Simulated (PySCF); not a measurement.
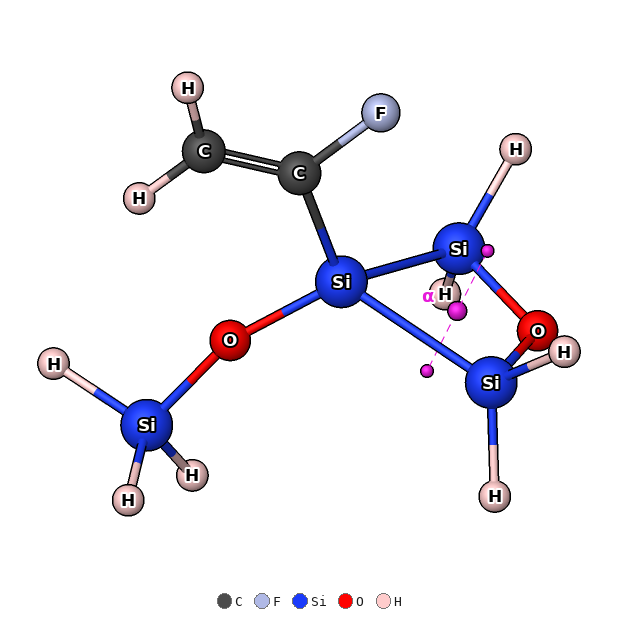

The small points mark where nucleus-independent chemical shifts (NICS) were computed: at the centre of each lettered ring and 1 Å above and below it. The geometry was computed by an optimisation with GFN2-xTB. No frequency run is at hand to confirm it as a minimum. Properties computed with GIAO PBE0/pcSseg-1 NMR shielding, non-relativistic, gas phase (PySCF 2.14.0).

Give NICS(0), NICS(1) and the out-of-plane component NICS(1)zz for each ring (means of the two sides).

```
ring  members  NICS(0)  NICS(1)  NICS(1)zz
   α     Si3O     −1.3     −1.1        0.9
```

Values in ppm.

The geometry is semi-empirical. Around Si such bond lengths and angles can be off by a tenth of an ångström or more and by several degrees, and values that hang on the shape move with them.
